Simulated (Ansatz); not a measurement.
Base system: PtS2 in the CdI2 type structure (space group P-3m1, No. 164; a = 3.552 Å, c = 5.128 Å; layered, stacked along the Cartesian z axis).

Modification: cell and atoms relaxed at a pressure of 3 GPa.

Level of theory: r2SCAN+rVV10 (Ansatz, a quantum-chemistry and plane-wave program, PAW, no SOC).

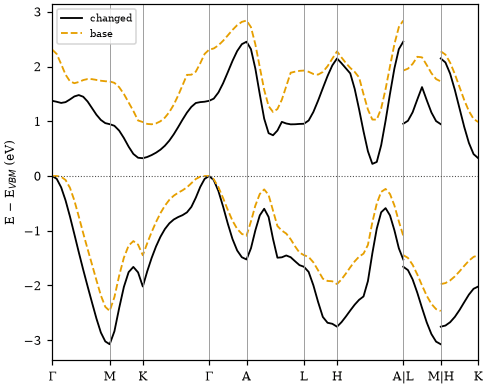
Figure: Highest valence and lowest conduction band along the path, each from its own valence-band maximum

### Question
From the figure, how large is the changed gap, and is it direct?

### Answer
About 0.2 eV, indirect, Γ → H–A (53 % along).

With Pt present, leaving out spin-orbit coupling can change the band edges. Load acts through the strain it causes; cell and atoms are relaxed under it. No phonon test of stability was made.
